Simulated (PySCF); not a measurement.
System: C₃H₇BrOSi (SMILES O[SiH2]C/C=C/Br).

The calculation's input:

```
{"job": {"kind": "uv", "xc": "CAM-B3LYP", "basis": "def2-SVPD", "nstates": 8, "ntriplets": 3}, "charge": 0, "multiplicity": 1}
O     -1.714030     1.232110     0.744122
Si    -1.724144    -0.190028    -0.032482
C     -0.020782    -1.059959     0.160222
C      1.052655    -0.204897    -0.394977
C      1.873313     0.513236     0.353836
Br     3.182543     1.680801    -0.381240
H     -1.030830     1.887839     0.627828
H     -1.983203    -0.013185    -1.462292
H     -2.752714    -0.932390     0.677338
H      0.164582    -1.258778     1.215619
H     -0.039160    -2.013661    -0.362989
H      1.115619    -0.147017    -1.473160
H      1.871762     0.506414     1.431856
```

Launched as:

```sh
OMP_NUM_THREADS=1 python probes_run.py task.json out
```

Geometry: GFN2-xTB.

All numbers below come from PySCF, CAM-B3LYP/def2-SVPD, SCF density, gas phase.

Question: Predict the electron density and electron localisation function between the atoms.

Answer: C–C (1.32 Å): the density is about 2.3 e/Å³ at the midpoint; the ELF peaks at about 0.90 between the atoms: a multiple bond.
C–Br (1.90 Å): ρ is about 1.1 e/Å³ halfway; the ELF peaks at about 0.90 between the atoms (localised, covalent bonding).
C–C (1.48 Å): the density is about 1.8 e/Å³ at the midpoint; the ELF peaks at about 0.95 between the atoms; localised, covalent bonding.

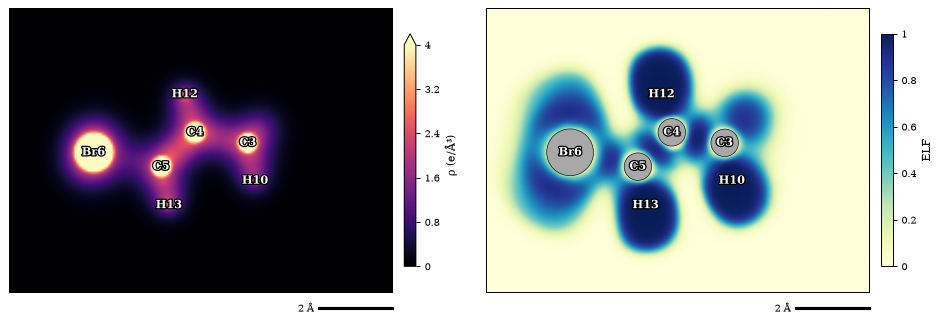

Computed electron density and electron localisation function on the plane of atoms C4, C5 and Br6, in this order. Grey discs cover the atomic cores in the ELF map. 
